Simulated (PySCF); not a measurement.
**Cl₅Ta, SMILES `Cl[Ta](Cl)(Cl)(Cl)Cl`: what the electrons do**

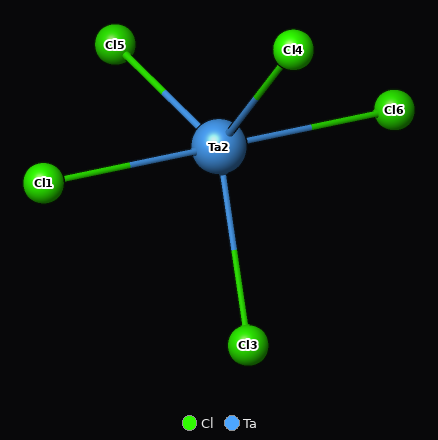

The molecule, with its atoms numbered as below. No frequency check shows the geometry to be a minimum.

Cartesian coordinates (Å):

```
Cl1      2.3099    0.0015   -0.0006
Ta2     -0.0000    0.0000    0.0001
Cl3      0.0020   -2.1820   -0.5821
Cl4     -0.0020    1.5952   -1.5985
Cl5      0.0000    0.5868    2.1808
Cl6     -2.3099   -0.0017    0.0002
```

Part 1: Bonding charge

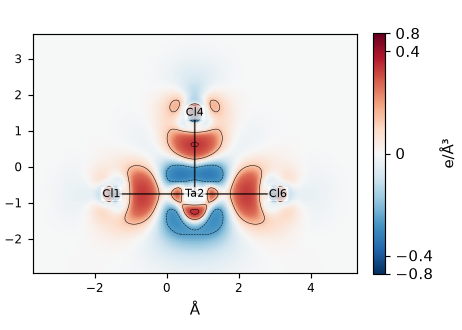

Deformation density (molecule less spherical, spin-averaged free atoms) in the plane of Cl1, Ta2, Cl4 and Cl6; colour scale in e/Å³, logarithmic beyond ±0.1; red: gain, blue: loss.

Level of theory: PBE0/def2-TZVP (PySCF), at a geometry from GFN2-xTB. Core potentials replace the inner electrons of Ta; spin–orbit coupling isn't included. This is a single-reference result, which may miss multireference character in this system.

Q: How much density has each bond in this plane gained at its critical point, relative to the free atoms?

A: Ta2–Cl4: +0.12 e/Å³ at the bond critical point (bond length 2.26 Å, Mayer order 1.2). Ta2–Cl6 and Cl1–Ta2: +0.10 e/Å³ at the bond critical point (bond length 2.31 Å, Mayer order 1.1). In all, 1.2 electrons gather in the regions of gain relative to the promolecule. A small or negative value marks a very polar bond, one between electron-rich atoms, whose free-atom densities already overlap strongly, a long bond to a heavier atom, or a closed-shell contact such as a hydrogen bond.

Q: Where do the Hirshfeld charges lie?

A: The highest Hirshfeld charge is on Ta2 (+0.58 e), the lowest on Cl1 and Cl6 (−0.15 e).

Part 2: Bond critical points

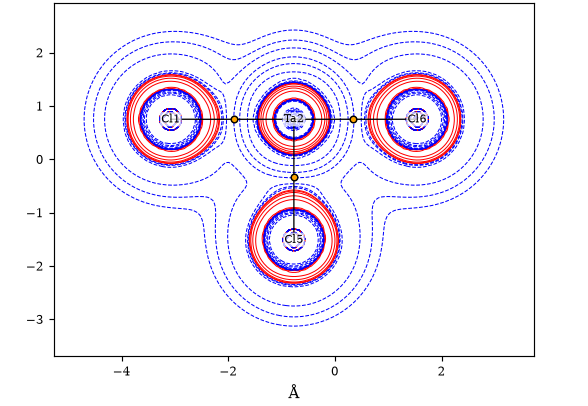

Negative Laplacian of the density (−∇²ρ) in the plane of Cl1, Ta2, Cl5 and Cl6 (solid red lines positive, dashed blue lines negative, contours at ±0.02 to ±8 a.u.), with bond paths and bond critical points (dots).

Q: Sort the bonds in the plane by the sign of ∇²ρ at their critical points.

A: At none is it concentrated. Depleted (∇²ρ > 0): Ta2–Cl5 (+0.21 a.u., H = −0.048); Ta2–Cl6 and Cl1–Ta2 (+0.21 a.u., H = −0.039). A positive Laplacian with negative H is typical of metal–ligand bonds.

Part 3: Local ionisation energy

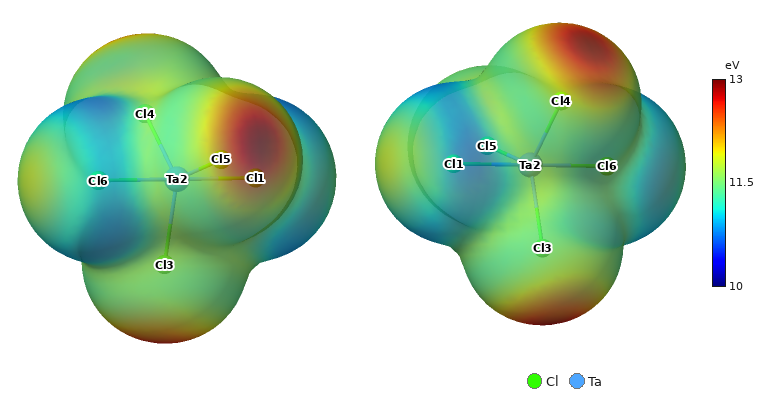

Average local ionisation energy on the surface of electron density 0.001 a.u. (back view left, front view right).

Q: Locate the minima of the map.

A: The lowest value is 10.8 eV, 2.1 Å from Cl6, and at like points elsewhere. For comparison, the highest occupied orbital lies at −9.2 eV.

Part 4: In an electric field

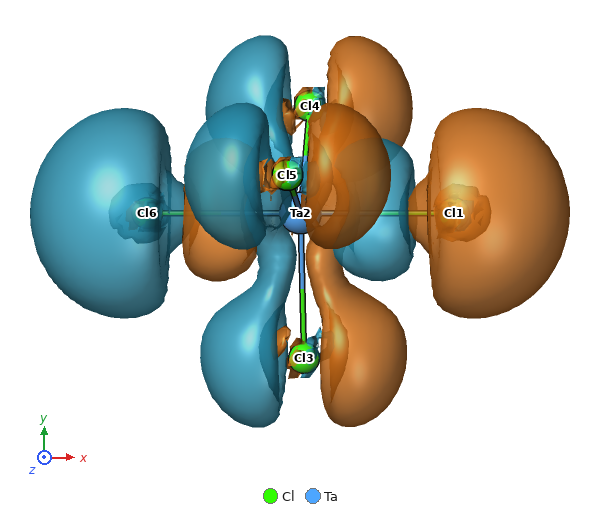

Change of the electron density in a uniform field of 0.21 V/Å, surfaces at ±0.001 e/Å³ (light blue: gain, orange: loss).

Level of theory: PBE0/def2-TZVP (PySCF), at a geometry from GFN2-xTB. Core potentials replace the inner electrons of Ta; spin–orbit coupling isn't included. This is a single-reference result, which may miss multireference character in this system. A basis without diffuse functions makes polarisabilities too small.

Q: Along which Cartesian direction does the field point?

A: Along +x: electrons gather on the −x side, against the field.

Q: How large is the response?

A: The induced dipole is 1.21 D (along the field); α along this axis, from the fields in both directions, is 119 bohr³ (17.7 Å³).

Q: Which atoms gain and lose the most charge?

A: Electrons gather most on Cl6 (Hirshfeld charge changes by −0.032 e) and leave Cl1 most (+0.033 e); 0.079 electrons are displaced in all.
